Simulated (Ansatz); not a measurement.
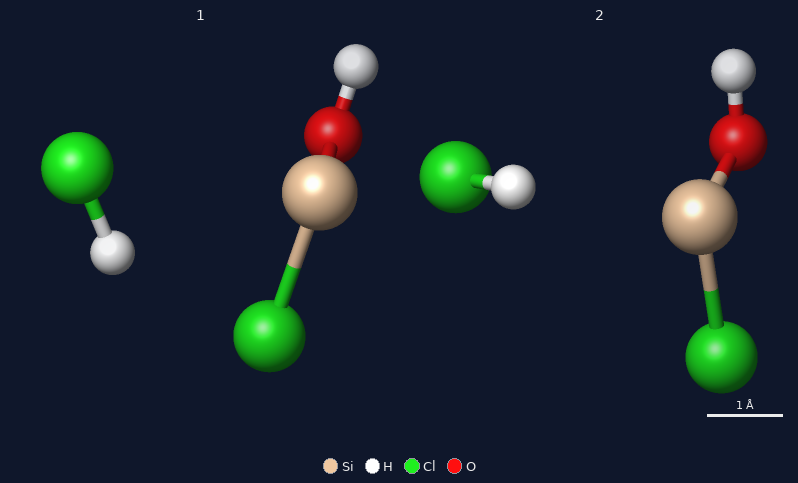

Two geometries of SiH₂OCl₂, drawn at one scale. One is the start of a relaxation, the other its converged end. Style: ball-and-stick. Shown at a tilt.

Method: RKS BLYP-D4/def2-SVP (Ansatz). (no spin polarisation; force threshold 0.03 eV/Å; at most 50 steps)

### Which one is relaxed?

Structure 1 is the relaxed one. The run prepares an end point of a later path (reaction) calculation, from a guessed geometry. The largest move after the best rigid fit is that of an H atom, 1.29 Å. By element the largest moves are H 1.29 Å, Cl 0.86 Å, Si 0.46 Å, O 0.13 Å. Near-neighbour distances that change, for instance: Cl–Si 3.332 → 3.273 Å, Cl–Si 2.122 → 2.174 Å, Cl–H 1.341 → 1.312 Å. The energy falls by 0.164 eV in 33 accepted moves (42 points after the start). Largest force component: 0.64 eV/Å at the start, 0.024 eV/Å at the end. The line search rejected the trial steps at points 2, 4, 11, 13, 18, 20, 24, 29 and more of the run. The forces were under the threshold at step 12, but the run went on from there.

Limits of the set-up: the start holds two separate molecules, 2.7 Å apart at their closest, whose relative position is a soft coordinate.
